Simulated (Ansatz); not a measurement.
# Al3Cl: what a guessed cell relaxes into, part 2 of 2

Aim: relax a trial structure of Al3Cl and see where it ends.

Ansatz 0.2.0; DFT PBE, scalar-relativistic, plane waves, PAW.

## (4) Relaxation on the finer mesh

The end of the coarse run is made exact in the group found at a tolerance of 0.06 Å and reduced to its primitive cell.

Input file input.yaml:

```yaml
crystal:
  lattice:
    - [3.0519878873, 1.7620660283, 2.5281657958]
    - [-3.0519878873, 1.7620660283, 2.5281657958]
    - [0.0, -3.5241320565, 2.5281657958]
  atoms:
    - { symbol: Al, position: [0.5, 0.5, 0.0] }
    - { symbol: Al, position: [0.0, 0.5, 0.5] }
    - { symbol: Al, position: [0.5, 0.0, 0.5] }
    - { symbol: Cl, position: [0.0, 0.0, 0.0] }
basis:
  ecutwfc: 420
kpoints:
  mp_grid: { grid: [12, 12, 12] }
hamiltonian:
  xc: pbe
scf:
  occupations: { method: gaussian, width: 0.1 }
output:
  forces: true
  stress: true
  eigenvalues: true
  write_density: true
  write_potential: true
  elf: true
  volumetric_format: npy
relax:
  adjacent_minimum: "off"
  f_tol: 0.01
  max_steps: 80
  cell: { stress_tol: 0.05 }
```

Run with:

```console
ansatz run input.yaml --threads 1 --pin off --max-ram 2560MiB --backend cpu --events-out ev --progress --plain --runs-dir out
```

The log of the run, shortened:

```text
Warning: RAYON_NUM_THREADS=1 ignored (pool sized by the plan → 1); use --threads N
[...]
Pseudopotentials: kind: paw
Pseudopotential: Al, paw, valence charge 3, recommended cutoff 420 eV (normal), Al.paw.azcp
Pseudopotential: Cl, paw, valence charge 7, recommended cutoff 420 eV (normal), Cl.paw.azcp
Functional definition: PBE
[...]
Crystal: 4 atoms, lattice volume = 81.576 Å³
Basis set: ecut = 420 eV, 1587 PW (Γ), exchange–correlation on 60×60×60 points (8 copies of the dense FFT grid, shifted against one another)
Bands: 12, of which v1, the nominal top of the filled ones, is band 8 counted from 1 (7 counted from 0)
Symmetry: 12 space group operations
Space group: R-3m (ITA 166), of the structure as read, at distance tolerance 4.3e-5 Å
k-points: 189 of 1728
[...]
SCF iter   1: F=—  HF=-2691.006206 eV  |F-HF|=—  |Δ(HF+E_count)|=         —  Δρ=4.11e-3  dr2=4.02e-2  ethr=1.77e-3  ⟨swp⟩=6.2  Hψ=15951  notcnv=0
[...]
        0.000000      -0.000000       0.019041
  P = ⅓ Tr σ = 0.0228 GPa (0.228 kbar)
--- Band table (eV; the first three rows and the last of 189) ---
  k-point 0: bands = ["-10.4873", "-1.4388", "0.8562", "0.8562", "0.8570", "4.7044", "4.7044", "6.6386", "6.6415", "6.6415", "10.0361", "11.0539"]
[...]
--- Relaxed structure (3 steps of the walk, 3 accepted, 1 SCFs on fresh bases) ---
  F+E_penalty+E_count = -2690.99501598 eV   max|allowed force component| = 1.643e-30 eV/Å   (the final SCF, on the basis selected at the relaxed cell)
  cell:  # Å, volume = 81.7675 Å³
    - [3.068877086568738, 1.7718170120568577, 2.5062892201088878]
    - [-3.068877086568738, 1.7718170120568577, 2.5062892201088878]
    - [-2.9184513085079633e-19, -3.543634024064148, 2.506289220143929]
  atoms:
    - { symbol: Al, position: [0.5, 0.5, 0.0] }
    - { symbol: Al, position: [1.1102230246251565e-16, 0.5000000000000001, 0.5000000000000001] }
    - { symbol: Al, position: [0.5000000000000001, 1.1102230246251565e-16, 0.5000000000000001] }
    - { symbol: Cl, position: [1.9845363886231352e-35, 2.1981701110814368e-35, 8.958896050047989e-36] }
```

It took 37 s on 1 thread of Arm Neoverse V2, shared host; peak memory 0.46 GiB.

Relaxation path:

```
step  energy from step 1 (eV/cell)  largest force component (eV/Å)  pressure (GPa)  volume (Å³)
   1                        0.0000                          0.0000            0.12        81.58
   2                       -0.0005                          0.0000            0.01        81.80
   3                       -0.0010                          0.0000            0.02        81.77
   4                       -0.0010                          0.0000            0.02        81.77
```

Step 1 is the start. Step 4 repeats the geometry before it on a plane-wave basis chosen anew for that cell, so its energy need not be comparable with the rows above.

Lengths and angles in the start's conventional setting:

|  | before | after | change |
| --- | --- | --- | --- |
| a (Å) | 6.104 | 6.138 | +0.6 % |
| b (Å) | 6.104 | 6.138 | +0.6 % |
| c (Å) | 7.584 | 7.519 | -0.9 % |
| volume (Å³/atom) | 20.39 | 20.44 | +0.2 % |
| shortest distance (Å) | 3.052 | 3.069 | +0.6 % |
| space group (0.01 Å) | R-3m | Pm-3m | changed |

Forces and stress were held to the start's 12 operations: a distortion of lower symmetry was not tested.

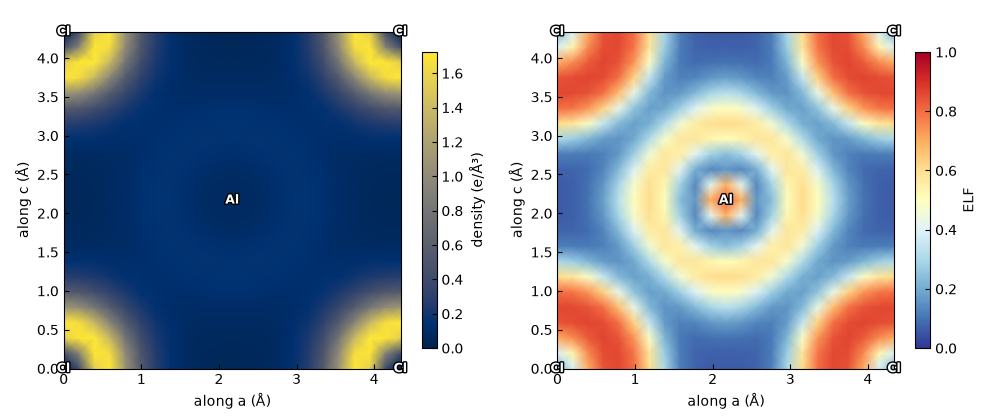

Density (left) and ELF (right) in a lattice plane of the grid's cell (edges 4.34 and 4.34 Å, at 0.000 of the third edge), which holds Al and Cl. Only atoms in the plane are labelled. Both are smooth fields of the valence electrons: close to the nuclei they are not physical.

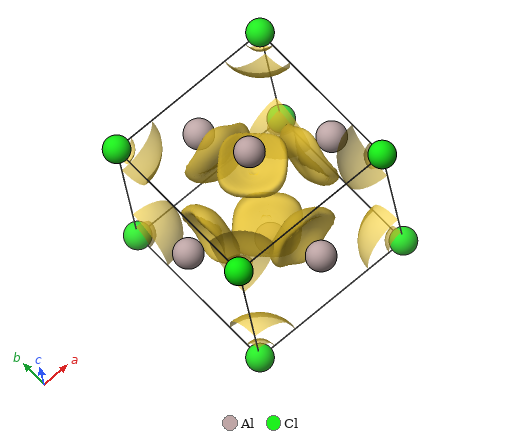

Surface of ELF = 0.74, drawn in one cell.

Maxima of ELF outside the ion cores: 0.86 in the shell around Cl, 0.7 Å from Cl; 0.80 on the Al–Al line, 1.0 Å from Al.

## (5) Summary of results

What follows sums up all 2 parts. Changes of volume or cell count from the first structure of part 1.

```
                                                              quantity                                                                      value
                                symmetry at the end (tolerance 0.05 Å)                                                space group Pm-3m (No. 221)
                                                     conventional cell  a = 4.340 Å, b = 4.340 Å, c = 4.340 Å, α = 90.00°, β = 90.00°, γ = 90.00°
                                                                volume                                                              20.44 Å³/atom
energy over the elements (uncorrected; H, N, O, F and Cl as molecules)                                                              +0.24 eV/atom
                                                       gap on the mesh                                                               none (metal)
```

In words: The symmetry goes from space group R-3m (No. 166) to space group Pm-3m (No. 221) (read at 0.05 Å; 0.001 Å gives R-3m (No. 166)), and the volume per atom shrinks by 11.7 % from the first guess. With a positive formation energy it can't be a ground state. No finished test with a distortion of lower symmetry is shown, so the end may be a saddle point. The final runs have no spin polarisation, so no magnetic state was tried and one may lie lower.
